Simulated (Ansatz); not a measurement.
**Single-point calculation, with input and output: C$_{2}$H$_{3}$ClFGa**

The run: single-point calculation of C$_{2}$H$_{3}$ClFGa, SMILES F[C]1(Cl)[CH2][GaH]1. Method and program: RKS CAM-B3LYP-D4/def2-TZVPP (Ansatz 0.2.0).

The geometry comes from this level: PBE0-D4/def2-TZVP.

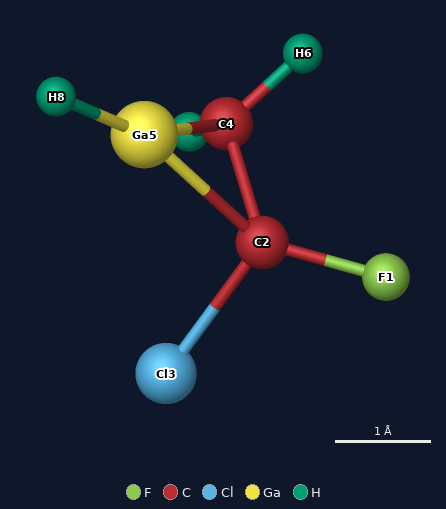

*The structure as given in the input (ball-and-stick view, seen at a tilt; atoms are numbered from 1 in the order of the input). Sticks mark near contacts.*

Bond lengths as drawn: C–C 1.52 Å, C–Cl 1.80 Å, C–F 1.35 Å, C–Ga 1.95 to 1.97 Å, C–H 1.09 Å and Ga–H 1.54 Å.

## Results in brief

- outcome: converged
- total energy: −69742.4298 eV
- mean-field energy: −69742.2548 eV
- dispersion energy: −0.1750 eV
- SCF solution under orbital rotations: stable
- HOMO: −7.68 eV
- LUMO: −0.92 eV
- hardware: 4 threads of Intel Xeon, 15 GiB of memory available, shared host
- wall time: 2.3 s (CPU time 7.9 s)
- peak memory: 0.72 GiB

## Input file
```yaml
crystal:
  periodic: [false, false, false]
  atoms:
    - {symbol: F, position_ang: [1.125159, 0.195119, 1.715595]}
    - {symbol: C, position_ang: [0.638225, -0.166779, 0.507590]}
    - {symbol: Cl, position_ang: [1.983081, -0.713859, -0.550645]}
    - {symbol: C, position_ang: [-0.219314, 0.843818, -0.237971]}
    - {symbol: Ga, position_ang: [-0.946477, -0.983527, -0.284513]}
    - {symbol: H, position_ang: [-0.816177, 1.420934, 0.474358]}
    - {symbol: H, position_ang: [0.225639, 1.471650, -1.007218]}
    - {symbol: H, position_ang: [-1.898037, -2.124457, -0.672996]}
basis:
  gaussian: {orbitals: def2-TZVPP}
hamiltonian: {xc: {name: CAM-B3LYP}, dispersion: d4}
output: {orbitals: {seedname: orbitals}}
```

Run as:
```bash
ansatz run in.yaml --threads 4 --pin off --events-out ev --progress --plain --max-ram 10444MiB
```

## Output
```
Functional definition: CAM-B3LYP
  name "CAM-B3LYP"
  cite "Yanai, Tew & Handy, Chem. Phys. Lett. 393, 51 (2004) doi:10.1016/j.cplett.2004.06.011"
  cite "Iikura, Tsuneda, Yanai & Hirao, J. Chem. Phys. 115, 3540 (2001) doi:10.1063/1.1383587"
  cite "Becke, Phys. Rev. A 38, 3098 (1988) doi:10.1103/PhysRevA.38.3098"
  cite "Lee, Yang & Parr, Phys. Rev. B 37, 785 (1988) doi:10.1103/PhysRevB.37.785"
  cite "Vosko, Wilk & Nusair, Can. J. Phys. 58, 1200 (1980) doi:10.1139/p80-159"
  parameter alpha = 0.19
  parameter beta = 0.46
  parameter omega = 0.33/bohr
  parameter ac = 0.81
  # Exact exchange under (alpha + beta erf(omega r))/r, Becke's under what is left of 1/r.
  exchange = (1 - alpha - beta)*b88_x + beta*b88_x_sr(omega) + alpha*exact_x + beta*exact_x_lr(omega)
  correlation = (1 - ac)*vwn5_c + ac*lyp_c
1409 factors; their error is unknown
296 factors; integrals over basis functions are off by at most 8.2e-6 eV
mean field evaluation 1: about -69735.3684 eV, gradient 5.8e1 eV
mean field evaluation 2: about -69731.2378 eV, gradient 7.3e1 eV
mean field evaluation 4: about -69742.0626 eV, gradient 4.0e0 eV
mean field evaluation 8: about -69742.0955 eV, gradient 1.0e-1 eV
mean field evaluation 16: about -69742.2546 eV, gradient 3.9e-4 eV
mean field -69742.25464144 eV, -2562.9805850750 hartree, gradient 3.5e-5 eV, S^2 0.000000; 0 other end points of the search recorded, 0 dependent functions left out
reference -69742.25476755 eV, -2562.9805897094 hartree; 36, 36 occupied and 189, 189 virtual orbitals, 1409 factors
Total energy: -69742.42976705 eV, -2562.9870208224 hartree
```

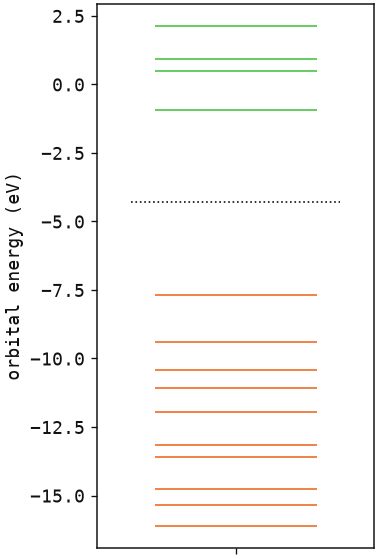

*Orbital energies near the frontier; the dotted line parts filled from empty levels, and levels within 0.02 eV of each other stand side by side.*

Highest filled −7.68 eV, lowest empty −0.92 eV, 6.76 eV apart.
